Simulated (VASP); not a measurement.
Band structure of C. Calculation: HSE06 screened hybrid, VASP's PBE PAW potentials (set 64) (plane waves; VASP).

The cell holds a wide vacuum, so values per volume refer to the whole cell.

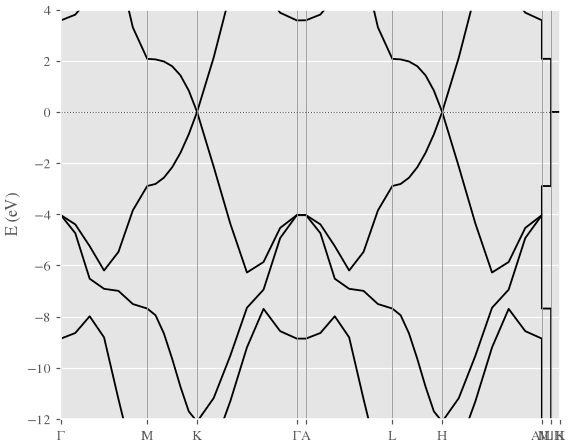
Figure. Bands along high-symmetry lines, zero at the valence-band maximum or, without a gap, the Fermi level

Read the plot: is there a gap, and where are the band edges?

It has no gap at this level: it comes out as a metal or semimetal.

The cell is a sheet with vacuum, built from a database entry that may be metastable or hypothetical. The cell's shape comes from a PBE relaxation.
